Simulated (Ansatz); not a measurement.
Take PbSe in the rock salt structure (space group Fm-3m, No. 225; a = 6.178 Å) as the base. Axes: x, y, z lie along the cube axes.

Structures relaxed with r2SCAN/PAW in Ansatz (a program for electronic structure), without spin-orbit coupling, earlier PAW set.

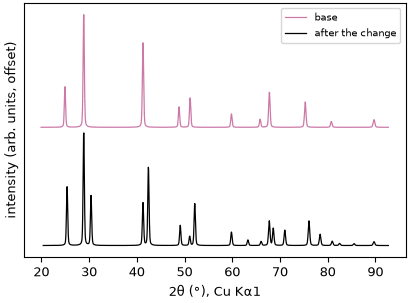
Figure: Simulated powder patterns before (top) and after one change

Which change produced these results?
A. biaxial strain −0.79 %, plane normal [111], relaxed out of plane
B. biaxial strain +0.74 %, plane normal [001], relaxed out of plane
C. uniaxial strain ε_zz = −4.93 %
D. strain tensor (xx, yy, zz, yz, xz, xy) = (+1.88, −1.50, −0.27, +0.20, −1.91, −0.45) %

C, uniaxial strain ε_zz = −4.93 %. Its volume per atom is 28.02 Å³ against 29.47 Å³, and its space group is I4/mmm (No. 139).

Stability against distortions was not tested.
